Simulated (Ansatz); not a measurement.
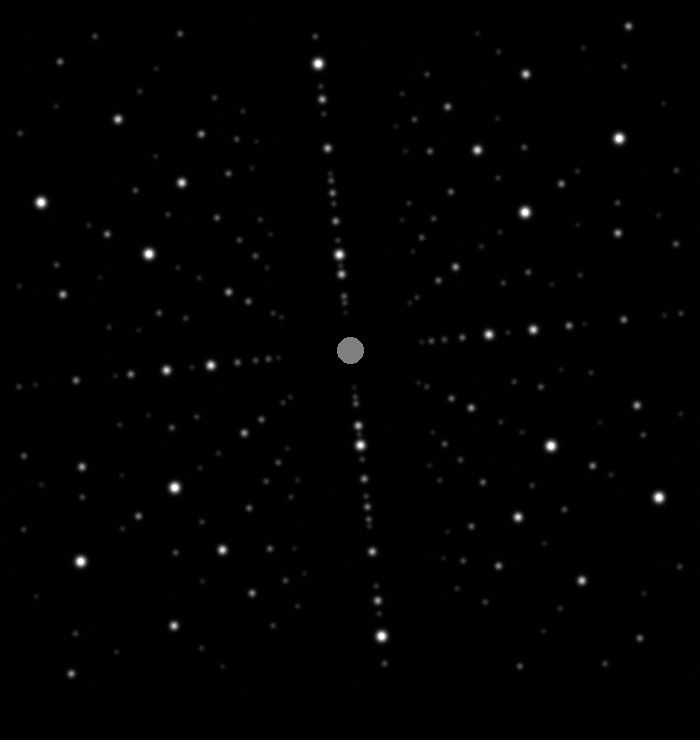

Simulated back-reflection Laue pattern (white X-rays, 0.45 to 2.2 Å, flat plate covering ±45° about the beam, kinematic intensities, seen from the source).

> What symmetry does the pattern show?

2mm: a twofold axis with two mirror lines.

The crystal is Gd, space group P6_3/mmc (No. 194), a = 3.68 Å, c = 5.93 Å (hexagonal axes). Structure: the input geometry of an electronic-structure calculation (not necessarily at equilibrium).

The direction [210] points towards the source.
